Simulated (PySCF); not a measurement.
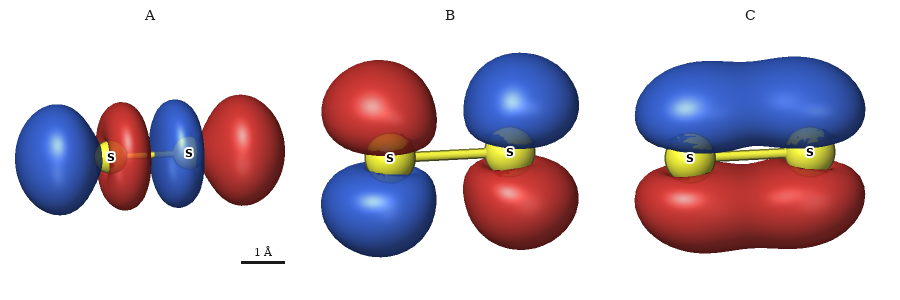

S₂ (triplet). Three frontier α-spin orbitals, each drawn at the value that holds 80 % of its norm (red and blue are the two phases), in no order; of a degenerate pair one member is drawn.

All numbers below come from PBE0/x2c-TZVPPall, spin-free X2C-1e, Gaussian nucleus, at a bond length of 1.889 Å in PySCF.

Question: Name the orbitals and rank them from lowest to highest energy.

Answer: Orbital C: πu, occupied in this spin, −10.73 eV; with no node between the nuclei, bonding.
Orbital B: πg, occupied in this spin, −7.03 eV; antibonding, with a node between the atoms.
Orbital A: σu, empty in this spin, 0.00 eV; antibonding, with a node between the atoms.
